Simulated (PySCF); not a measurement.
NO (charge −1, triplet)

```xyz
2

N     0.0000    0.0000   -0.6708
O     0.0000    0.0000    0.5872
```

These are results of PBE0/aug-cc-pVDZ-DK/X2C, spin-free X2C-1e, Gaussian nucleus, at a bond length of 1.258 Å in PySCF, not measurements.

Predict the electron density, electron localisation function and spin density between the atoms.

Answer. N–O (1.26 Å): ρ is about 3.1 e/Å³ halfway; the ELF peaks at about 0.85 between the atoms; a covalent bond.
The unpaired spin (2 electrons) lies mostly on N1 (about 1.3) and O2 (about 0.7), in electrons by Hirshfeld's partition.

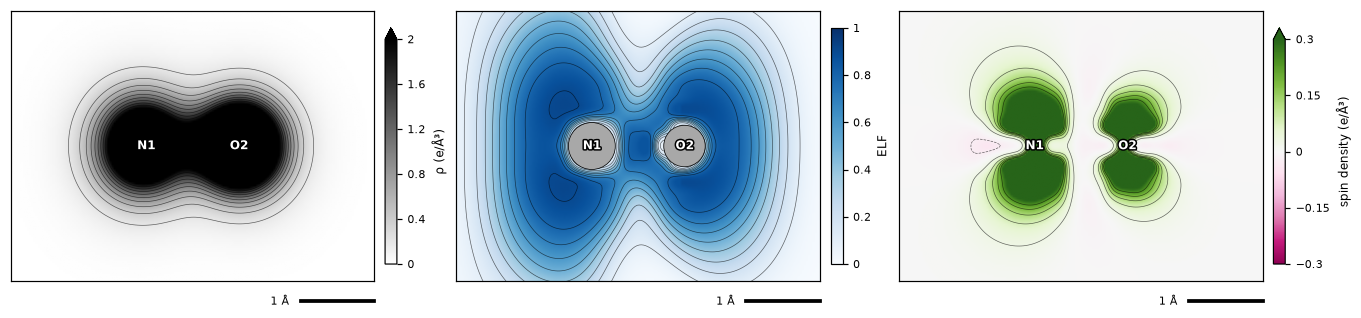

Computed electron density, electron localisation function and spin density on a plane that holds the molecular axis, in this order. Grey discs cover the atomic cores in the ELF map. 
